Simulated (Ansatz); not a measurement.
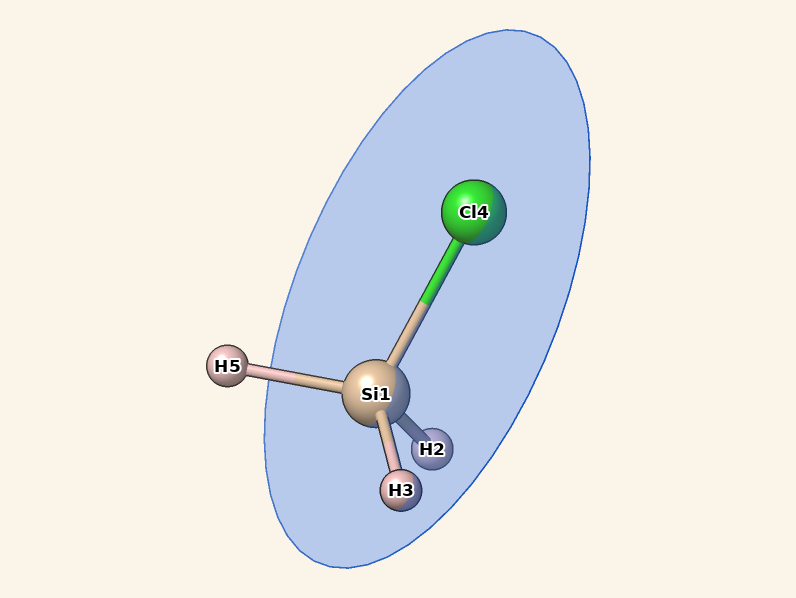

A disc through the centre of mass is drawn in. Distant atoms are faded towards the background colour. The geometry was computed by an optimisation with PBE0-D4/def2-TZVP.

### Is the plane of the disc a mirror plane of the structure?

Yes. The reflection leaves Si1, H3, Cl4 in place and moves H2 ↔ H5. The point group is C3v.
